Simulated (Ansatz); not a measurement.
## Fields on a plane of Mg2Si (antifluorite type, space group Fm-3m)

```xyz
3
Lattice="0.0000 3.1823 3.1823 3.1823 0.0000 3.1823 3.1823 3.1823 0.0000" Properties=species:S:1:pos:R:3 pbc="T T T"
Si     0.0000     0.0000     0.0000
Mg     1.5912     1.5912     1.5912
Mg     4.7735     4.7735     4.7735
```

The slice is a {100} plane (indices of the conventional cell) through the point (0.000, 0.000, 0.000) (fractional), spanned by u = [100] and v = [0 1 -1] in vectors of this cell: u (4.50 Å) and v (4.50 Å, at 90° to u). It covers one period; positions are fractions (u, v).

Atoms on it: Si at (0.00, 0.00).

These are PBE (plane waves to 420 eV, PAW, scalar-relativistic; Ansatz, a quantum-chemistry and plane-wave program) values and carry that method's errors. k mesh 9×9×9. Near the nuclei the fields are pseudised (PAW); where an atom keeps semicore shells as valence, they peak there. Mg2Si was relaxed with its symmetry unable to fall.

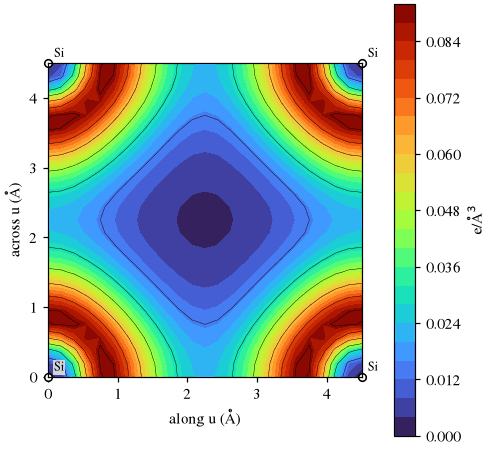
Figure. Density of the highest valence band (whole band, smooth part) in e/Å³, one period of the plane, atoms marked. 

| v \ u | 0.00 | 0.12 | 0.25 | 0.38 | 0.50 | 0.62 | 0.75 | 0.88 |
|---|---|---|---|---|---|---|---|---|
| 0.88 | x | x | 4.2 | 6.2 | 5.5 | 6.2 | 4.2 | x |
| 0.75 | 1.5 | 4.2 | 7.0 | 7.2 | 6.9 | 7.2 | 7.0 | 4.2 |
| 0.62 | 5.5 | 6.2 | 7.2 | 7.6 | 7.6 | 7.6 | 7.2 | 6.2 |
| 0.50 | 4.7 | 5.5 | 6.9 | 7.6 | 7.8 | 7.6 | 6.9 | 5.5 |
| 0.38 | 5.5 | 6.2 | 7.2 | 7.6 | 7.6 | 7.6 | 7.2 | 6.2 |
| 0.25 | 1.5 | 4.2 | 7.0 | 7.2 | 6.9 | 7.2 | 7.0 | 4.2 |
| 0.12 | x | x | 4.2 | 6.2 | 5.5 | 6.2 | 4.2 | x |
| 0.00 | x | x | 1.4 | 5.5 | 4.7 | 5.5 | 1.4 | x |

Values: electrostatic potential energy of an electron, from the cell's mean, in eV. Points within 1 Å of a nucleus are blanked (x), as the pseudised field means little there. Values under -1 eV are set to -1. The zero, the cell's mean, hangs on the PAW cores.
